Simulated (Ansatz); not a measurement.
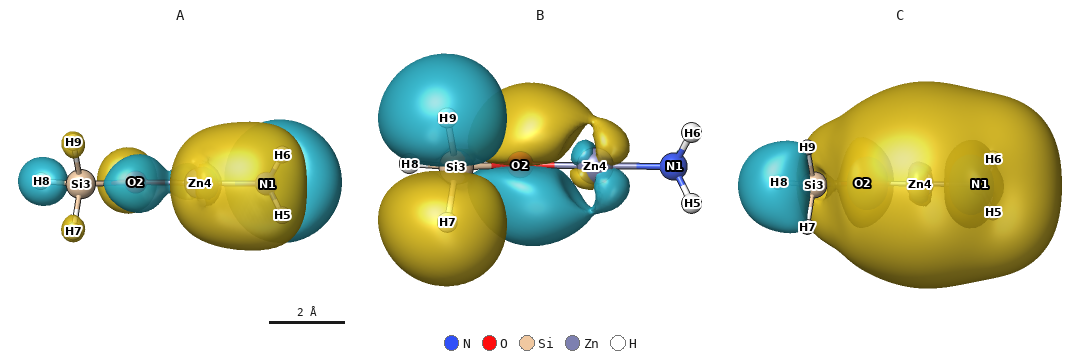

Figure. H$_{5}$NOSiZn. Three frontier orbitals at ±0.04 Å⁻³ᐟ² (yellow and cyan are the two phases), in no order.

Geometry: PBE0-D4/def2-SVP.

Theory: isolated molecule in a Gaussian basis; Kohn-Sham density functional theory, functional PBE0 in Ansatz.

Input

```
crystal:
  periodic: [false, false, false]
  atoms:
    - {symbol: N, position_ang: [-1.853445, 0.971801, -1.807551]}
    - {symbol: O, position_ang: [0.897628, -0.463713, -0.042130]}
    - {symbol: Si, position_ang: [2.427682, -1.035258, -0.158476]}
    - {symbol: Zn, position_ang: [-0.400029, 0.241939, -1.013115]}
    - {symbol: H, position_ang: [-2.309391, 0.402128, -2.516849]}
    - {symbol: H, position_ang: [-1.727008, 1.899325, -2.206599]}
    - {symbol: H, position_ang: [2.527544, -2.195883, -1.107430]}
    - {symbol: H, position_ang: [2.909351, -1.498567, 1.179360]}
    - {symbol: H, position_ang: [3.386434, 0.010740, -0.652685]}
basis:
  gaussian: {orbitals: def2-TZVPD}
hamiltonian: {xc: pbe0}
output: {forces: true, orbitals: {seedname: orbitals}}
```

Run with:

```sh
ansatz run input.yaml --threads 2 --pin off --max-ram 5220MiB --events-out events.jsonl --progress --plain --runs-dir runs
```

Which picture is the HOMO−1, the HOMO and the LUMO?

B is the HOMO−1 (−8.22 eV). By Hirshfeld shares it lies mainly on O2 (about 40 %), Si3 (about 20 %), H7 (about 15 %) and H9 (about 15 %). A is the HOMO (−7.37 eV). It lies mainly on N1 (about 70 %) and Zn4 (about 15 %); largely a lone pair of N1. C is the LUMO (−1.10 eV). It lies mainly on Zn4 (about 50 %), N1 (about 10 %), Si3 (about 10 %), H5 (about 5 %), H6 (about 5 %) and O2 (about 5 %).

What is the HOMO–LUMO gap?

6.27 eV between the orbital energies.
